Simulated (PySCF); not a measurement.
Single-point calculation of PS (charge −1) (part 2 of 2)

Continued. System: PS, charge −1, multiplicity 3. Method: ROHF/jorge-dzp, nevpt2 (PySCF 2.14.0). Some settings of this run were made unusual or wrong on purpose.

Geometry of the input (Å):
```
P  0.0000  0.0000  0.0000
S  0.0000  0.0000  2.2570
```

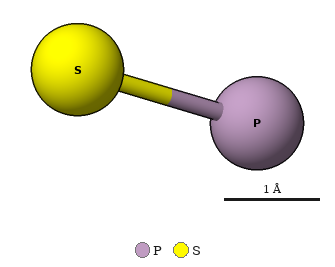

Figure 1. The structure (ball-and-stick view, seen at a tilt).

## Output, continued
```
<mo_coeff-mcscf|mo_coeff-hf>  45     45       1.00000000
<mo_coeff-mcscf|mo_coeff-hf>  46     46       1.00000000
<mo_coeff-mcscf|mo_coeff-hf>  47     47       1.00000000
<mo_coeff-mcscf|mo_coeff-hf>  48     48       1.00000000
** Largest CI components **
  [alpha occ-orbitals] [beta occ-orbitals]            CI coefficient
  [0 1 2 3 4]          [0 1 2]                        -0.955463173351
  [0 1 2 3 4]          [0 2 3]                         0.127814142074
  [0 1 2 3 4]          [0 1 4]                        -0.127814142074
  [1 2 3 4 5]          [1 2 5]                         0.117020208812
 ** Mulliken pop on meta-lowdin orthogonal AOs  **
 ** Mulliken pop  **
pop of  0 P 1s            1.99993
pop of  0 P 2s            1.99888
pop of  0 P 3s            1.89877
pop of  0 P 4s            0.00424
pop of  0 P 5s            0.00052
pop of  0 P 6s            0.00063
pop of  0 P 7s            0.00003
pop of  0 P 2px           1.99996
pop of  0 P 2py           1.99996
pop of  0 P 2pz           1.99996
pop of  0 P 3px           1.20871
pop of  0 P 3py           1.20871
pop of  0 P 3pz           0.99629
pop of  0 P 4px           0.00416
pop of  0 P 4py           0.00416
pop of  0 P 4pz           0.00153
pop of  0 P 5px           0.00085
pop of  0 P 5py           0.00085
pop of  0 P 5pz           0.00005
pop of  0 P 3dxy          0.00000
pop of  0 P 3dyz          0.00384
pop of  0 P 3dz^2         0.00818
pop of  0 P 3dxz          0.00384
pop of  0 P 3dx2-y2       0.00000
pop of  1 S 1s            1.99993
pop of  1 S 2s            1.99993
pop of  1 S 3s            1.89711
pop of  1 S 4s            0.00350
pop of  1 S 5s            0.00023
pop of  1 S 6s            0.00053
pop of  1 S 7s            0.00004
pop of  1 S 2px           1.99999
pop of  1 S 2py           1.99999
pop of  1 S 2pz           1.99996
pop of  1 S 3px           1.77154
pop of  1 S 3py           1.77154
pop of  1 S 3pz           1.18454
pop of  1 S 4px           0.00739
pop of  1 S 4py           0.00739
pop of  1 S 4pz           0.00108
pop of  1 S 5px           0.00064
pop of  1 S 5py           0.00064
pop of  1 S 5pz           0.00009
pop of  1 S 3dxy          0.00000
pop of  1 S 3dyz          0.00177
pop of  1 S 3dz^2         0.00638
pop of  1 S 3dxz          0.00177
pop of  1 S 3dx2-y2       0.00000
 ** Mulliken atomic charges  **
charge of    0P =     -0.34407
charge of    1S =     -0.65593
Mulliken spin population analysis on meta-Lowdin AOs:
 ** Mulliken pop on meta-lowdin orthogonal AOs  **
 ** Mulliken pop  **
pop of  0 P 1s            0.00000
pop of  0 P 2s            0.00004
pop of  0 P 3s            0.00028
pop of  0 P 4s           -0.00005
pop of  0 P 5s           -0.00000
pop of  0 P 6s           -0.00001
pop of  0 P 7s           -0.00000
pop of  0 P 2px           0.00003
pop of  0 P 2py           0.00003
pop of  0 P 2pz           0.00000
pop of  0 P 3px           0.77745
pop of  0 P 3py           0.77745
pop of  0 P 3pz           0.04844
pop of  0 P 4px           0.00319
pop of  0 P 4py           0.00319
pop of  0 P 4pz           0.00009
pop of  0 P 5px           0.00066
pop of  0 P 5py           0.00066
pop of  0 P 5pz           0.00000
pop of  0 P 3dxy          0.00000
pop of  0 P 3dyz          0.00071
pop of  0 P 3dz^2         0.00016
pop of  0 P 3dxz          0.00071
pop of  0 P 3dx2-y2       0.00000
pop of  1 S 1s           -0.00000
pop of  1 S 2s           -0.00000
pop of  1 S 3s            0.00178
pop of  1 S 4s            0.00025
pop of  1 S 5s            0.00002
pop of  1 S 6s            0.00003
pop of  1 S 7s            0.00000
pop of  1 S 2px           0.00001
pop of  1 S 2py           0.00001
pop of  1 S 2pz          -0.00000
pop of  1 S 3px           0.21309
pop of  1 S 3py           0.21309
pop of  1 S 3pz          -0.04780
pop of  1 S 4px           0.00232
pop of  1 S 4py           0.00232
pop of  1 S 4pz          -0.00003
pop of  1 S 5px           0.00020
pop of  1 S 5py           0.00020
pop of  1 S 5pz           0.00001
pop of  1 S 3dxy          0.00000
pop of  1 S 3dyz          0.00057
pop of  1 S 3dz^2         0.00032
pop of  1 S 3dxz          0.00057
pop of  1 S 3dx2-y2       0.00000
 ** Mulliken atomic charges  **
charge of    0P =     13.38695
charge of    1S =     15.61305
spop of 0 P 1s          0.00000
spop of 0 P 2s          0.00004
spop of 0 P 3s          0.00028
spop of 0 P 4s         -0.00005
spop of 0 P 5s         -0.00000
spop of 0 P 6s         -0.00001
spop of 0 P 7s         -0.00000
spop of 0 P 2px         0.00003
spop of 0 P 2py         0.00003
spop of 0 P 2pz         0.00000
spop of 0 P 3px         0.77745
spop of 0 P 3py         0.77745
spop of 0 P 3pz         0.04844
spop of 0 P 4px         0.00319
spop of 0 P 4py         0.00319
spop of 0 P 4pz         0.00009
spop of 0 P 5px         0.00066
spop of 0 P 5py         0.00066
spop of 0 P 5pz         0.00000
spop of 0 P 3dxy        0.00000
spop of 0 P 3dyz        0.00071
spop of 0 P 3dz^2       0.00016
spop of 0 P 3dxz        0.00071
spop of 0 P 3dx2-y2     0.00000
spop of 1 S 1s         -0.00000
spop of 1 S 2s         -0.00000
spop of 1 S 3s          0.00178
spop of 1 S 4s          0.00025
spop of 1 S 5s          0.00002
spop of 1 S 6s          0.00003
spop of 1 S 7s          0.00000
spop of 1 S 2px         0.00001
spop of 1 S 2py         0.00001
spop of 1 S 2pz        -0.00000
spop of 1 S 3px         0.21309
spop of 1 S 3py         0.21309
spop of 1 S 3pz        -0.04780
spop of 1 S 4px         0.00232
spop of 1 S 4py         0.00232
spop of 1 S 4pz        -0.00003
spop of 1 S 5px         0.00020
spop of 1 S 5py         0.00020
spop of 1 S 5pz         0.00001
spop of 1 S 3dxy        0.00000
spop of 1 S 3dyz        0.00057
spop of 1 S 3dz^2       0.00032
spop of 1 S 3dxz        0.00057
spop of 1 S 3dx2-y2     0.00000
Mulliken atomic spins:
spin of  0P =      1.61305
spin of  1S =      0.38695

******** <class 'pyscf.mrpt.nevpt2.NEVPT'> ********
NEVPT2 (5e+3e, 6o), ncore = 12, nvir = 30
root = 0
Natural occ [1.94038788 1.97464788 1.97464788 1.0241958  1.0241958  0.06192476]
Natural orbital (expansion on meta-Lowdin AOs) in CAS space
               #1        #2        #3        #4        #5
0 P 1s           0.00181   0.00000   0.00000   0.00000   0.00000
0 P 2s           0.01810   0.00000  -0.00000  -0.00000  -0.00000
0 P 3s           0.00462   0.00000  -0.00000   0.00000  -0.00000
0 P 4s           0.04451  -0.00000  -0.00000  -0.00000  -0.00000
0 P 5s          -0.01590   0.00000   0.00000   0.00000  -0.00000
0 P 6s           0.01663  -0.00000  -0.00000  -0.00000  -0.00000
0 P 7s           0.00213  -0.00000  -0.00000   0.00000  -0.00000
0 P 2px          0.00000  -0.00972  -0.00000  -0.00541   0.00000
0 P 2py         -0.00000   0.00000  -0.00972  -0.00000  -0.00541
0 P 2pz          0.00989  -0.00000   0.00000  -0.00000   0.00000
0 P 3px          0.00000  -0.44766  -0.00000  -0.89085   0.00000
0 P 3py         -0.00000  -0.00000  -0.44766   0.00000  -0.89085
0 P 3pz          0.64974   0.00000   0.00000   0.00000   0.00000
0 P 4px         -0.00000   0.02024  -0.00000   0.05715  -0.00000
0 P 4py         -0.00000   0.00000   0.02024  -0.00000   0.05715
0 P 4pz          0.02086  -0.00000  -0.00000  -0.00000  -0.00000
0 P 5px         -0.00000  -0.00887   0.00000  -0.02606  -0.00000
0 P 5py          0.00000   0.00000  -0.00887  -0.00000  -0.02606
0 P 5pz          0.00146  -0.00000  -0.00000  -0.00000  -0.00000
0 P 3dxy         0.00000   0.00000   0.00000   0.00000  -0.00000
0 P 3dyz        -0.00000   0.00000   0.03982  -0.00000  -0.02629
0 P 3dz^2       -0.06082  -0.00000  -0.00000  -0.00000  -0.00000
0 P 3dxz        -0.00000   0.03982  -0.00000  -0.02629  -0.00000
0 P 3dx2-y2      0.00000   0.00000   0.00000  -0.00000  -0.00000
1 S 1s          -0.00001  -0.00000   0.00000  -0.00000   0.00000
1 S 2s          -0.00205  -0.00000   0.00000  -0.00000   0.00000
1 S 3s           0.06144   0.00000   0.00000   0.00000  -0.00000
1 S 4s          -0.03361  -0.00000  -0.00000  -0.00000  -0.00000
1 S 5s          -0.00924   0.00000   0.00000   0.00000  -0.00000
1 S 6s          -0.01186   0.00000   0.00000   0.00000  -0.00000
1 S 7s          -0.00107   0.00000   0.00000   0.00000  -0.00000
1 S 2px         -0.00000  -0.00991   0.00000   0.00274   0.00000
1 S 2py          0.00000  -0.00000  -0.00991  -0.00000   0.00274
1 S 2pz         -0.01162   0.00000   0.00000  -0.00000  -0.00000
1 S 3px          0.00000  -0.89106  -0.00000   0.44567  -0.00000
1 S 3py         -0.00000  -0.00000  -0.89106  -0.00000   0.44567
1 S 3pz         -0.74999   0.00000  -0.00000   0.00000   0.00000
1 S 4px         -0.00000  -0.05039   0.00000   0.04814  -0.00000
1 S 4py          0.00000   0.00000  -0.05039  -0.00000   0.04814
1 S 4pz          0.01083   0.00000   0.00000   0.00000   0.00000
1 S 5px          0.00000  -0.01477  -0.00000   0.01409   0.00000
1 S 5py          0.00000   0.00000  -0.01477  -0.00000   0.01409
1 S 5pz         -0.00516   0.00000   0.00000   0.00000   0.00000
1 S 3dxy         0.00000  -0.00000  -0.00000   0.00000  -0.00000
1 S 3dyz         0.00000   0.00000  -0.02449  -0.00000  -0.02391
1 S 3dz^2       -0.05317   0.00000   0.00000   0.00000   0.00000
1 S 3dxz        -0.00000  -0.02449  -0.00000  -0.02391  -0.00000
1 S 3dx2-y2      0.00000  -0.00000  -0.00000   0.00000   0.00000
               #6
0 P 1s          -0.00192
0 P 2s          -0.01938
0 P 3s           0.22367
0 P 4s           0.00864
0 P 5s          -0.00172
0 P 6s           0.00356
0 P 7s           0.00003
0 P 2px         -0.00000
0 P 2py         -0.00000
0 P 2pz         -0.00385
0 P 3px          0.00000
0 P 3py          0.00000
0 P 3pz         -0.69823
0 P 4px         -0.00000
0 P 4py          0.00000
0 P 4pz         -0.03710
0 P 5px         -0.00000
0 P 5py          0.00000
0 P 5pz         -0.00153
0 P 3dxy        -0.00000
0 P 3dyz        -0.00000
0 P 3dz^2        0.02766
0 P 3dxz        -0.00000
0 P 3dx2-y2      0.00000
1 S 1s          -0.00014
1 S 2s          -0.00079
1 S 3s          -0.22451
1 S 4s           0.06495
1 S 5s           0.01779
1 S 6s           0.02258
1 S 7s           0.00270
1 S 2px          0.00000
1 S 2py          0.00000
1 S 2pz         -0.00375
1 S 3px          0.00000
1 S 3py          0.00000
1 S 3pz         -0.63202
1 S 4px         -0.00000
1 S 4py         -0.00000
1 S 4pz          0.03984
1 S 5px          0.00000
1 S 5py         -0.00000
1 S 5pz          0.01004
1 S 3dxy        -0.00000
1 S 3dyz        -0.00000
1 S 3dz^2        0.05664
1 S 3dxz        -0.00000
1 S 3dx2-y2     -0.00000
<CAS-nat-orb|mo-hf>  13     13       0.97169254
<CAS-nat-orb|mo-hf>  14     14       0.99288457
<CAS-nat-orb|mo-hf>  15     15       0.99288457
<CAS-nat-orb|mo-hf>  16     16       0.99254839
<CAS-nat-orb|mo-hf>  17     17       0.99254839
<CAS-nat-orb|mo-hf>  18     18       0.90649537
Sr    (-1)',   E = -0.01849231731623
Si    (+1)',   E = -0.00077631263580
Sijrs (0)  ,   E = -0.12046174620215
Sijr  (+1) ,   E = -0.01394127515623
Srsi  (-1) ,   E = -0.04143550031961
Srs   (-2) ,   E = -0.07428244592334
Sij   (+2) ,   E = -0.00164300494110
Sir   (0)' ,   E = -0.05347801443635
Nevpt2 Energy = -0.324510616930793

WARN: System has nonzero charge -1; the dipole moment is origin-dependent.
Location of origin: [0. 0. 0.]

Dipole moment(X, Y, Z, Debye):  0.00000,  0.00000, -7.80118
orbital energies (hartree): [-0.1686 -0.1294 -0.1294  0.0714  0.0714  0.3367  0.6711  0.6976]
```
